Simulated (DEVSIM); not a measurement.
Structure: abrupt Si n-p junction, at 300 K.

| layer (left to right) | material | thickness (μm) | Nd (cm⁻³) | Na (cm⁻³) | τn (s) | τp (s) |
|---|---|---|---|---|---|---|
| 1 | Si | 14.0 | 2.3e18 | - | 7.5e-7 | 7.5e-7 |
| 2 | Si | 0.310 | - | 4.8e13 | 7.5e-7 | 7.5e-7 |

Left contact: ohmic. Right contact: ohmic. Voltage is applied to the left contact. Recombination: SRH at mid-gap, Auger. Gap narrowing is on: ΔEg = 6.92 meV × (l + √(l² + 0.5)), l = ln(N/1.3e17 cm⁻³), shared equally by both band edges. Mobility is μmin + (μ − μmin)/(1 + (N/Nref)^α).

This is a model device: material constants are rounded textbook-type values typed into the input, and sizes, dopings and lifetimes were drawn at random. Values at 300 K.

```tsv
parameter	Si
gap (eV)	1.124
affinity (eV)	4.05
permittivity	11.7
Nc (cm⁻³)	2.86e19
Nv (cm⁻³)	3.1e19
μn (cm²/Vs)	1417
μp (cm²/Vs)	470
μn,min	52
μp,min	45
Nref,n	9.7e16
Nref,p	2.2e17
αn	0.68
αp	0.72
Cn (cm⁶/s)	2.8e-31
Cp (cm⁶/s)	9.9e-32
```

DEVSIM, 1D drift-diffusion, Boltzmann statistics, complete ionisation; no tunnelling, impact ionisation, image-force lowering or self-heating.

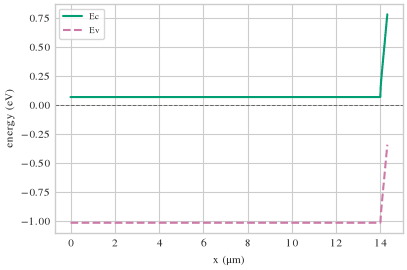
Band edges at zero bias

Energies count from the Fermi level of the right contact; mesh points crowd at the junctions.

```json
[
 {"x (μm)": "0.000", "Ec (eV)": "0.065", "Ev (eV)": "-1.018", "n (cm⁻³)": "2.3e18", "p (cm⁻³)": "240", "field (V/cm)": "≈ 0"},
 {"x (μm)": "0.02401", "Ec (eV)": "0.065", "Ev (eV)": "-1.018", "n (cm⁻³)": "2.3e18", "p (cm⁻³)": "240", "field (V/cm)": "≈ 0"},
 {"x (μm)": "0.07195", "Ec (eV)": "0.065", "Ev (eV)": "-1.018", "n (cm⁻³)": "2.3e18", "p (cm⁻³)": "240", "field (V/cm)": "≈ 0"},
 {"x (μm)": "0.1677", "Ec (eV)": "0.065", "Ev (eV)": "-1.018", "n (cm⁻³)": "2.3e18", "p (cm⁻³)": "240", "field (V/cm)": "≈ 0"},
 {"x (μm)": "0.4452", "Ec (eV)": "0.065", "Ev (eV)": "-1.018", "n (cm⁻³)": "2.3e18", "p (cm⁻³)": "240", "field (V/cm)": "≈ 0"},
 {"x (μm)": "0.9130", "Ec (eV)": "0.065", "Ev (eV)": "-1.018", "n (cm⁻³)": "2.3e18", "p (cm⁻³)": "240", "field (V/cm)": "≈ 0"},
 {"x (μm)": "1.847", "Ec (eV)": "0.065", "Ev (eV)": "-1.018", "n (cm⁻³)": "2.3e18", "p (cm⁻³)": "240", "field (V/cm)": "≈ 0"},
 {"x (μm)": "4.745", "Ec (eV)": "0.065", "Ev (eV)": "-1.018", "n (cm⁻³)": "2.3e18", "p (cm⁻³)": "240", "field (V/cm)": "≈ 0"},
 {"x (μm)": "8.741", "Ec (eV)": "0.065", "Ev (eV)": "-1.018", "n (cm⁻³)": "2.3e18", "p (cm⁻³)": "240", "field (V/cm)": "≈ 0"},
 {"x (μm)": "11.38", "Ec (eV)": "0.065", "Ev (eV)": "-1.018", "n (cm⁻³)": "2.3e18", "p (cm⁻³)": "240", "field (V/cm)": "≈ 0"},
 {"x (μm)": "12.70", "Ec (eV)": "0.065", "Ev (eV)": "-1.018", "n (cm⁻³)": "2.3e18", "p (cm⁻³)": "240", "field (V/cm)": "≈ 0"},
 {"x (μm)": "13.48", "Ec (eV)": "0.065", "Ev (eV)": "-1.018", "n (cm⁻³)": "2.3e18", "p (cm⁻³)": "240", "field (V/cm)": "≈ 0"},
 {"x (μm)": "13.75", "Ec (eV)": "0.065", "Ev (eV)": "-1.018", "n (cm⁻³)": "2.3e18", "p (cm⁻³)": "240", "field (V/cm)": "≈ 0"},
 {"x (μm)": "13.89", "Ec (eV)": "0.065", "Ev (eV)": "-1.018", "n (cm⁻³)": "2.3e18", "p (cm⁻³)": "240", "field (V/cm)": "≈ 0"},
 {"x (μm)": "13.97", "Ec (eV)": "0.065", "Ev (eV)": "-1.018", "n (cm⁻³)": "2.3e18", "p (cm⁻³)": "240", "field (V/cm)": "≈ 0"},
 {"x (μm)": "14.00", "Ec (eV)": "0.074", "Ev (eV)": "-1.010", "n (cm⁻³)": "1.6e18", "p (cm⁻³)": "340", "field (V/cm)": "32000"},
 {"x (μm)": "14.02", "Ec (eV)": "0.173", "Ev (eV)": "-0.950", "n (cm⁻³)": "3.5e16", "p (cm⁻³)": "3400", "field (V/cm)": "26000"},
 {"x (μm)": "14.05", "Ec (eV)": "0.255", "Ev (eV)": "-0.868", "n (cm⁻³)": "1.5e15", "p (cm⁻³)": "80000", "field (V/cm)": "21000"},
 {"x (μm)": "14.15", "Ec (eV)": "0.448", "Ev (eV)": "-0.676", "n (cm⁻³)": "8.6e11", "p (cm⁻³)": "1.4e8", "field (V/cm)": "20000"},
 {"x (μm)": "14.23", "Ec (eV)": "0.613", "Ev (eV)": "-0.511", "n (cm⁻³)": "1.4e9", "p (cm⁻³)": "8.1e10", "field (V/cm)": "20000"},
 {"x (μm)": "14.28", "Ec (eV)": "0.712", "Ev (eV)": "-0.412", "n (cm⁻³)": "3.2e7", "p (cm⁻³)": "3.7e12", "field (V/cm)": "20000"},
 {"x (μm)": "14.31", "Ec (eV)": "0.778", "Ev (eV)": "-0.346", "n (cm⁻³)": "2400000", "p (cm⁻³)": "4.8e13", "field (V/cm)": "20000"}
]
```
